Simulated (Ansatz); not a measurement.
BAsH₃O: several calculations on one system

### Relaxation

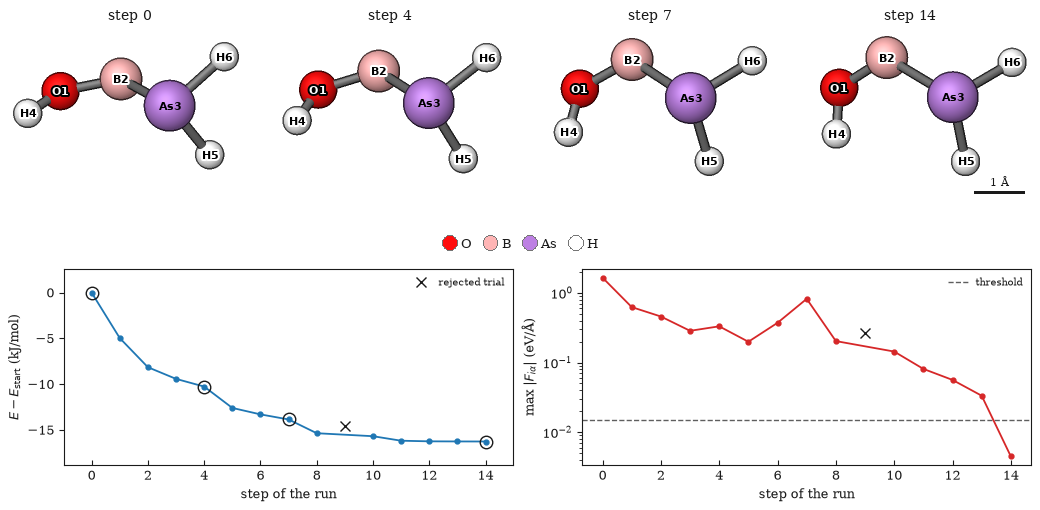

Frames of a relaxation of BAsH3O (multiplicity 2), marked on the history of the run. The picture is a ball-and-stick view, seen at a tilt.

The run prepares an end point of a later path (inversion) calculation, from a guessed geometry.

Theory: UHF/def2-SVP in Ansatz 0.2.0. Set-up: collinear spin; force threshold 0.015 eV/Å; at most 40 steps.

Question: Describe the path.

Answer: The largest move after the best rigid fit is that of H4, 0.80 Å. By element the largest moves are H 0.80 Å, B 0.68 Å, As 0.19 Å, O 0.13 Å. Some distances before and after: O1–B2 1.302 → 1.325 Å, O1–H4 0.965 → 0.948 Å, As3–H5 1.503 → 1.515 Å. Among the angles between lasting bonds that change: B2–O1–H4 127.3° → 117.6°, B2–As3–H5 90.6° → 98.4°, H5–As3–H6 89.1° → 95.6°. Groups turn about B2–As3 by about 65°. The energy falls by 16.3 kJ/mol in 13 accepted moves (14 points after the start). The largest force component goes from 1.7 to 0.0045 eV/Å. The line search rejected the trial step at point 9 of the run. Cost: 31 s on 1 thread of Arm Neoverse V1, on a shared host, peak memory 0.16 GiB. From step 0 to 4: H4 moves most (0.24 Å), energy −10.3 kJ/mol. From step 4 to 7: H4 moves most (0.40 Å), energy −3.59 kJ/mol. From step 7 to 14: H4 moves most (0.21 Å), energy −2.41 kJ/mol.

### Relaxation

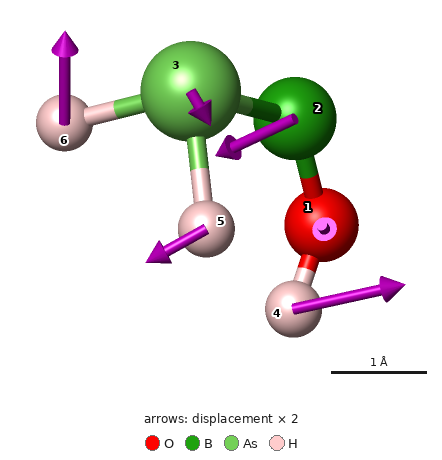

A relaxation of BAsH3O (multiplicity 2). The starting structure is drawn; purple arrows show the displacements, 2 times their true length. The two geometries are superimposed by the best rigid fit.

A ball-and-stick model, seen from a free direction.

The run prepares an end point of a later path (inversion) calculation, from a guessed geometry.

Theory: Ansatz, UHF/def2-SVP. (collinear spin; force threshold 0.015 eV/Å; at most 40 steps)

What did the optimiser do to the structure, and how much energy did it gain?

After 9 accepted moves (10 points after the start) the energy has fallen by 0.227 eV. Largest force component: 1.5 eV/Å at the start, 0.0047 eV/Å at the end. The line search rejected the trial step at point 8 of the run. The largest move after the best rigid fit is that of H4, 0.63 Å. By element the largest moves are H 0.63 Å, B 0.53 Å, As 0.22 Å, O 0.18 Å. Some distances before and after: O1–B2 1.302 → 1.325 Å, O1–H4 0.965 → 0.948 Å, As3–H5 1.503 → 1.515 Å. Among the angles between lasting bonds that change: B2–O1–H4 127.3° → 117.7°, B2–As3–H5 90.6° → 98.5°, H5–As3–H6 89.1° → 95.7°. Groups turn about B2–As3 by about 60°. Cost: 23 s on 1 thread of Arm Neoverse V1, with other jobs on the host, peak memory 0.16 GiB.

### Path

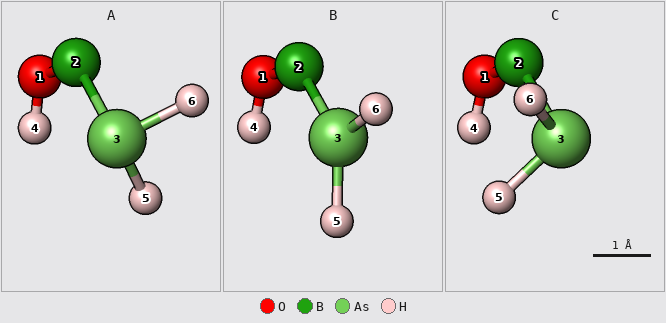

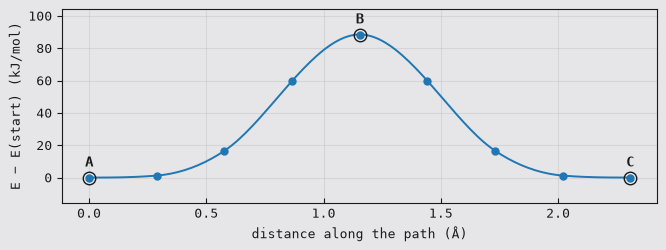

A search for the minimum-energy path of BAsH₃O (multiplicity 2) by the nudged elastic band. Images are numbered from 0 (start) to 8 (end). Frames A to C are images 0, 4, 8. Style: ball-and-stick. Shown from a free direction.

The calculation used UHF/def2-SVP in Ansatz. Set-up: 7 movable images; climbing image; force threshold 0.05 eV/Å; iteration limit 60; starting path by image-dependent pair potential.

Question: Read off the barrier and say what moves.

Answer: The motion is an umbrella inversion at As3. No bond forms or breaks between the ends. Among the angles between lasting bonds that change up to the highest image: B2–As3–H5 98.4° → 129.3°, B2–As3–H6 95.9° → 119.5°. The two ends have the same energy, and the highest point, image 4, lies 88.5 kJ/mol above the start. The band converged in 6 iterations. The largest component of the band force went from 0.96 to 0.042 eV/Å. The climbing image converged on the top of the path. Its vibrational analysis gives one imaginary mode (672i cm⁻¹), as a transition state must have.

Cost: 83 s on 1 thread of Arm Neoverse V1 (shared host), peak memory 0.16 GiB.
